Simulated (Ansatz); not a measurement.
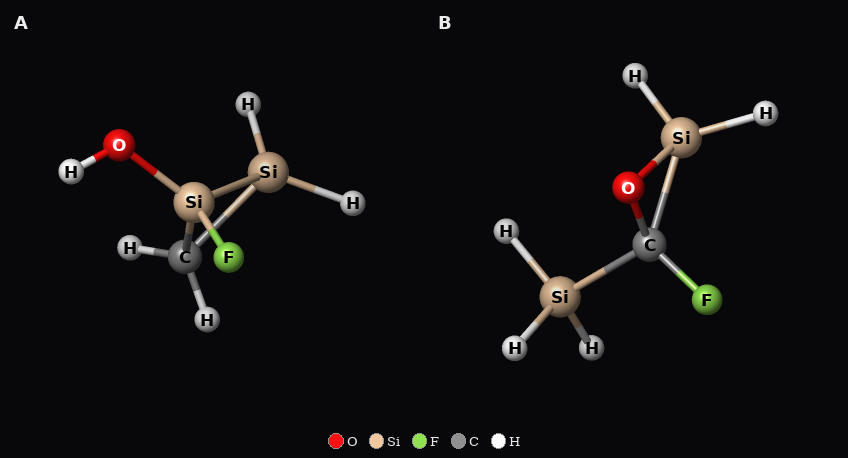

2 stationary structures of one formula. Geometries: PBE0-D4/def2-TZVP. Electronic energies: CCSD(T)/CBS (MP2 limit from def2-TZVPP and def2-QZVPP plus CCSD(T) − MP2) (Ansatz 0.2.0), without zero-point energy. No frequency run is at hand to confirm each as a minimum.

Which is lowest in energy, and by how much?

Answer. A is lowest; B lies 3.294 eV above it. A is `O[Si@@]1(F)C[SiH2]1`, B is `F[C@@]1([SiH3])O[SiH2]1`.
